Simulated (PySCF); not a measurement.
# GeB (quartet): what the fields show

```xyz
2

Ge    0.0000    0.0000   -0.2585
B     0.0000    0.0000    1.7355
```

Computed with PBE0/cc-pVDZ(-PP), non-relativistic Hamiltonian with scalar-relativistic core potentials where named, at a bond length of 1.994 Å in PySCF 2.14.0.

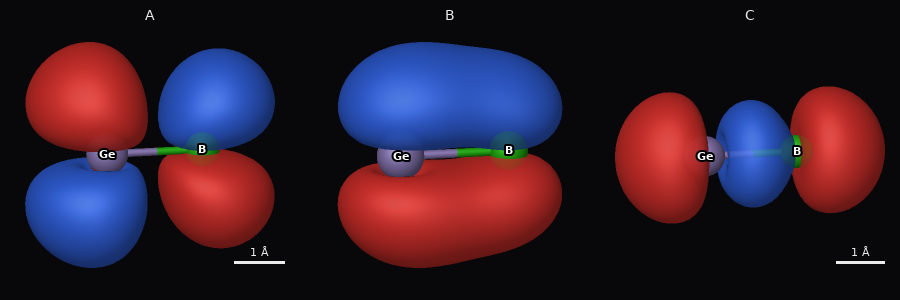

Figure 1. Three frontier α-spin orbitals, each drawn at the value that holds 80 % of its norm (red and blue are the two phases), in no order; of a degenerate pair one member is drawn.

> Name the orbitals and rank them from lowest to highest energy.

Orbital C: σ, occupied in this spin, −6.53 eV; shared between the atoms (Ge 45 %, B 55 %).
Orbital B: π, occupied in this spin, −6.49 eV; bonding, with no node between the atoms.
Orbital A: π, empty in this spin, −1.62 eV; antibonding, with a node between the atoms.

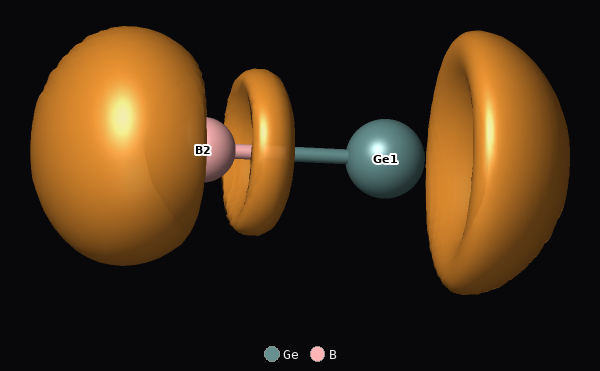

Figure 2. Isosurface of the electron localisation function at 0.8 (orange), seen from one side. Core shells and regions of very low density are left out.

> Where are the electrons localised?

The ELF exceeds this value in one lobe of the valence shell of B pointing towards Ge (polar bonds), one lobe on B, pointing away from the bonds (non-bonding electrons) and one lobe on Ge, pointing away from the bonds (non-bonding electrons).


Ge–B (1.99 Å): the ELF peaks at about 0.90 in the valence shell of B, 0.7 Å from its nucleus, and is about 0.65 at the midpoint.
